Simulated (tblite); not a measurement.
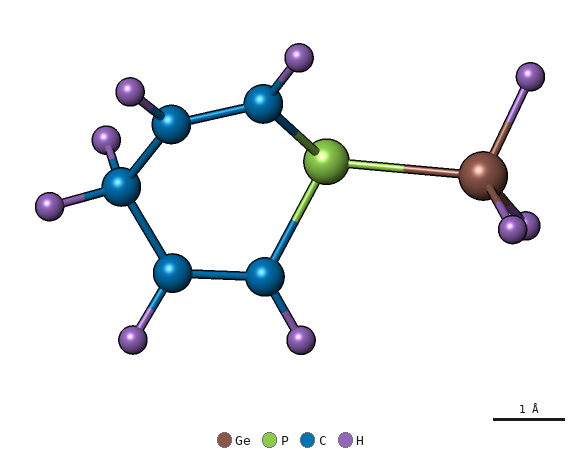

This is the input geometry for a relaxation of C$_{5}$H$_{9}$GeP. A ball-and-stick model, seen from a free direction.

The calculation used GFN2-xTB geometry optimisation, gas phase in tblite 0.8.0.

```xyz
16

Ge    2.9442   -0.0814   -0.4205
P     0.7573    0.4632   -0.4936
C    -0.3263   -0.9241   -1.0851
C    -1.6059   -0.8145   -0.7146
C    -2.1499    0.2734    0.1377
C    -1.2952    0.7202    1.2485
C     0.0309    0.8702    1.1762
H     3.4017   -0.4044   -1.8787
H     3.3073   -1.2572    0.5118
H     3.7925    1.1488    0.0172
H     0.0511   -1.7255   -1.7012
H    -2.2900   -1.6193   -1.0392
H    -2.3092    1.2115   -0.4813
H    -3.1794   -0.0010    0.4882
H    -1.7833    0.9540    2.2074
H     0.6466    1.1950    2.0159
```

Q: Predict the outcome.

A: After 74 geometry steps the energy has fallen by 65.0 kJ/mol. The largest move after the best rigid fit is that of H9, 0.76 Å. By element the largest moves are H 0.76 Å, P 0.58 Å, C 0.42 Å, Ge 0.32 Å. Near-neighbour distances that change, for instance: Ge1–P2 2.255 → 2.316 Å, P2–C7 1.866 → 1.811 Å, Ge1–H10 1.557 → 1.503 Å, P2–C3 1.857 → 1.811 Å. Bond angles that change, for instance: Ge1–P2–C7 113.7° → 96.9°, Ge1–P2–C3 113.3° → 97.1°, P2–C7–C6 114.2° → 122.7°.

Step by step:

| step | E − E(0), kJ/mol |
| --- | --- |
| 0 | 0.00 |
| 1 | -16.72 |
| 2 | -25.24 |
| 3 | -34.25 |
| 4 | -40.04 |
| 5 | -43.37 |
| 6 | -45.76 |
| 7 | -47.48 |
| 8 | -48.93 |
| 9 | -50.24 |
| 10 | -51.37 |
| 13 | -53.38 |
| 17 | -55.18 |
| 20 | -56.38 |
| 23 | -57.38 |
| 27 | -60.02 |
| 30 | -60.86 |
| 34 | -61.44 |
| 37 | -61.75 |
| 40 | -62.08 |
| 44 | -62.46 |
| 47 | -62.78 |
| 50 | -63.15 |
| 54 | -63.78 |
| 57 | -64.27 |
| 61 | -64.74 |
| 64 | -64.84 |
| 67 | -64.90 |
| 71 | -64.97 |
| 74 | -64.99 |

The structure at the end:

```xyz
16

Ge    2.6688   -0.1863   -0.2948
P     0.7102    0.9214   -0.8438
C    -0.2651   -0.5446   -1.2656
C    -1.4577   -0.7872   -0.7405
C    -2.1197    0.0938    0.2776
C    -1.1329    0.7381    1.2060
C     0.0870    1.1111    0.8460
H     3.3439   -0.7513   -1.5136
H     2.5725   -1.3355    0.6732
H     3.6762    0.7530    0.3077
H     0.1621   -1.1994   -2.0151
H    -2.0131   -1.6693   -1.0322
H    -2.6831    0.8783   -0.2441
H    -2.8428   -0.4878    0.8541
H    -1.4694    0.8812    2.2250
H     0.7555    1.5935    1.5486
```

The end point in the same view:

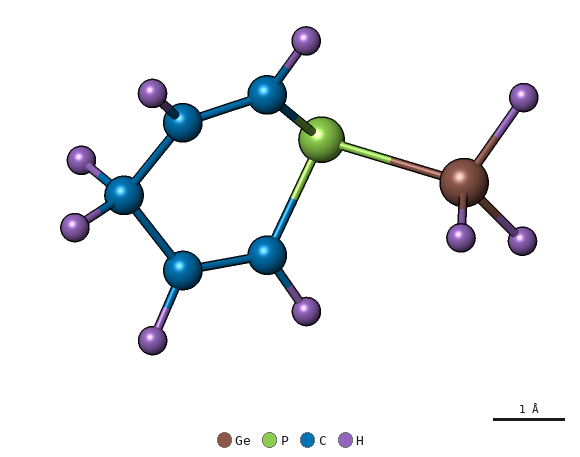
